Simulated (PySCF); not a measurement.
SMILES [Cl][Mg][Cl] (Cl2Mg), singlet at its CAM-B3LYP/def2-SVP optimised geometry (Å):

```
3

Mg     0.0000     0.0000     0.0000
Cl    -2.1812     0.0000     0.0000
Cl     2.1812     0.0000     0.0000
```

Computed with CAM-B3LYP/def2-TZVP in PySCF. Cells within 0.4 Å of a nucleus heavier than hydrogen are left out (blank, or x).

Map of the Laplacian of the electron density (e/bohr⁵), clipped to [-1.50, 1.50] on the plane z = 0.0 Å:

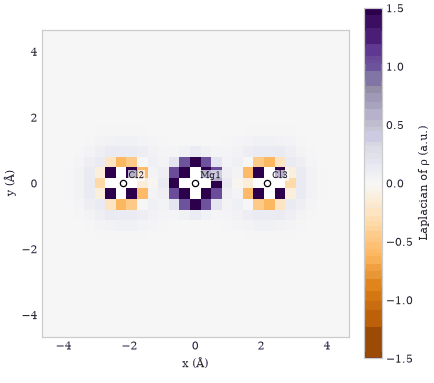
Laplacian of the electron density (e/bohr⁵), clipped to [-1.50, 1.50] on the plane z = 0.0 Å.
